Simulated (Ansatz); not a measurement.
CH$_{4}$ClZn: several calculations on one system

**1. Relaxation**

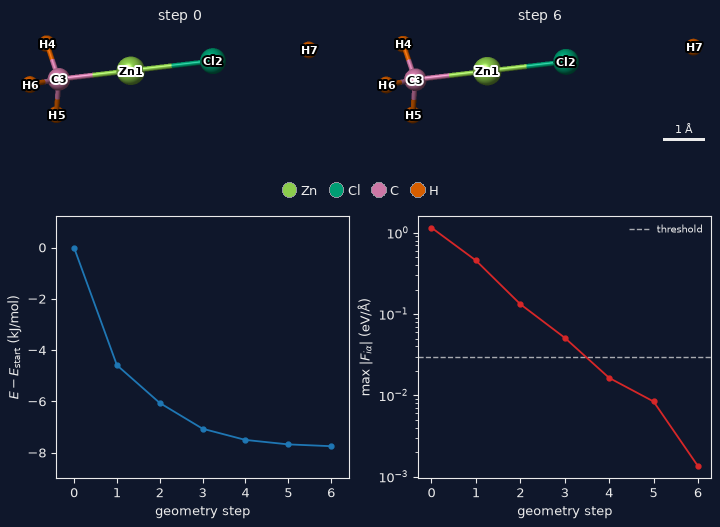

First and last geometry of a relaxation of CH4ClZn (multiplicity 2), with the history of the run. Style: ball-and-stick. Shown at a tilt.

The run prepares an end point of a later path (reaction) calculation, from a guessed geometry.

Level of theory: Ansatz, UKS PBE0/def2-SVP. Settings: collinear spin; force threshold 0.03 eV/Å; at most 50 steps.

> Read the history and describe the run.

It converged. After 6 geometry steps the energy has fallen by 7.75 kJ/mol. Largest force component: 1.2 eV/Å at the start, 0.0013 eV/Å at the end. The atom that moves furthest after the best rigid fit is H7 (0.66 Å). By element the largest moves are H 0.66 Å, Cl 0.18 Å, Zn 0.10 Å, C 0.09 Å. Some distances before and after: Zn1–Cl2 2.205 → 2.118 Å.

Limits of the set-up: the start holds two separate molecules, 2.6 Å apart at their closest, whose relative position is a soft coordinate and is computed without a dispersion correction.

**2. Relaxation**

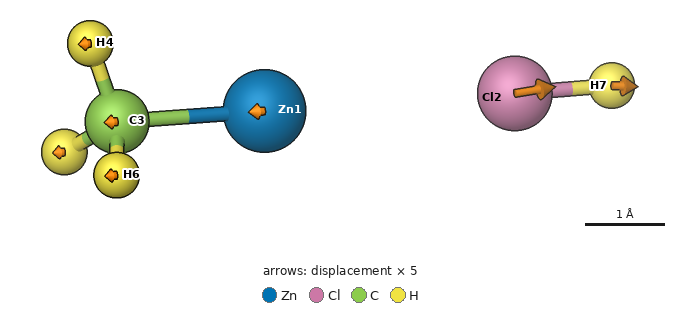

A relaxation of CH4ClZn (multiplicity 2). The starting structure is drawn; orange arrows show the displacements, 5 times their true length. The two geometries are superimposed by the best rigid fit.

The picture is a ball-and-stick view, seen at a tilt.

The run prepares an end point of a later path (reaction) calculation, from a guessed geometry.

Level of theory: UKS PBE0/def2-SVP (Ansatz). (collinear spin; force threshold 0.03 eV/Å; at most 50 steps)

Atoms of which element are displaced furthest, and by how much?

Answer. Chlorine: up to 0.12 Å, against 0.07 Å for hydrogen.

Describe the change and its energy.

Answer. After 3 accepted moves (4 points after the start) the energy has fallen by 0.026 eV. The largest force component goes from 1.1 to 0.011 eV/Å. The line search rejected the trial step at point 2 of the run. The Cl atom moves most after the best rigid fit: 0.12 Å. By element the largest moves are Cl 0.12 Å, H 0.07 Å, Zn 0.05 Å, C 0.04 Å. Some distances before and after: Cl–Zn 3.440 → 3.605 Å, Cl–H 1.333 → 1.290 Å, C–Zn 2.026 → 2.017 Å. Cost: 14 s on 2 threads of Arm Neoverse V2 (shared host), peak memory 0.23 GiB.

Limits of the set-up: the start holds two separate molecules, 3.4 Å apart at their closest, whose relative position is a soft coordinate and is computed without a dispersion correction.

**3. Path**

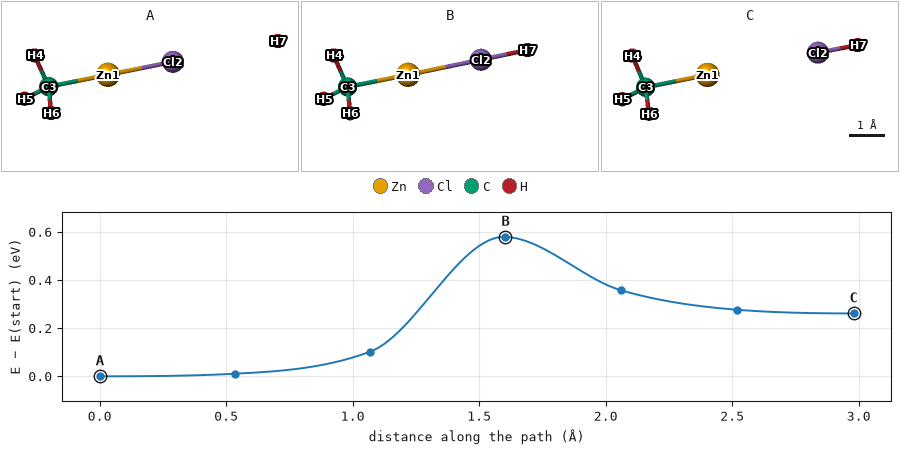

A search for the minimum-energy path of CH4ClZn (multiplicity 2), made up at the start of CH3ClZn and H by the nudged elastic band. Images are numbered from 0 (start) to 6 (end). Frames A to C are images 0, 3, 6. The picture is a ball-and-stick view, seen at a tilt.

Computed with Ansatz, UKS PBE0/def2-SVP. Set-up: 5 movable images; climbing image; force threshold 0.05 eV/Å; iteration limit 60; starting path through a guess of the saddle point.

Question: Read off the barrier and say what moves.

Answer: The highest point, image 3, lies 0.58 eV above the start and 0.32 eV above the end; the end is at +0.26 eV relative to the start. Breaking: Zn1–Cl2 (2.12 → 2.38 at the top → 3.60 Å). Forming: Cl2–H7 (3.42 → 1.52 at the top → 1.29 Å). The band converged in 8 iterations, with a climbing image at the top. At the top, the vibrational analysis gives one imaginary mode (458i cm⁻¹), as a transition state must have.

Limits of the set-up: the start holds two separate molecules, 3.4 Å apart at their closest, whose relative position is a soft coordinate and is computed without a dispersion correction.

The run took 110 s on 2 threads of Arm Neoverse V2, on a shared host, peak memory 0.24 GiB.
